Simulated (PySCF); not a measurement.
Cr(O)2(F)2, CrF₂O₂, SMILES [F][Cr](=[O])(=[O])[F], PBE0/def2-SVP optimised geometry. Atoms within 1.6 Å of the plane z = 1.5 Å (x, y, z in Å): Cr1 (-0.48, -0.44, 0.00), O2 (-0.96, -1.15, 1.26), O3 (1.05, -0.44, 0.00), F5 (-1.05, 1.15, 0.00).

Computed with PBE0/def2-TZVP (PySCF). Cells within 0.4 Å of a nucleus heavier than hydrogen are left out (blank, or x).

Map of the Laplacian of the electron density (e/bohr⁵), clipped to [-1.50, 1.50] on the plane z = 1.5 Å:

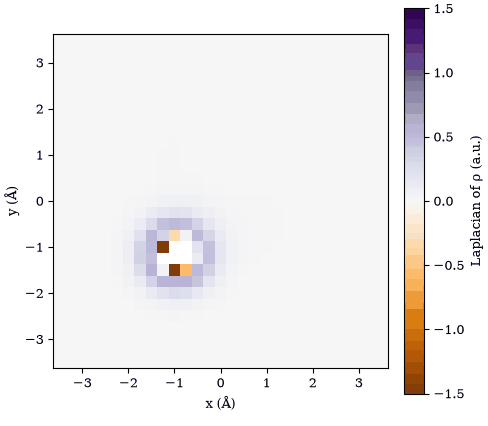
*Laplacian of the electron density (e/bohr⁵), clipped to [-1.50, 1.50] on the plane z = 1.5 Å.*
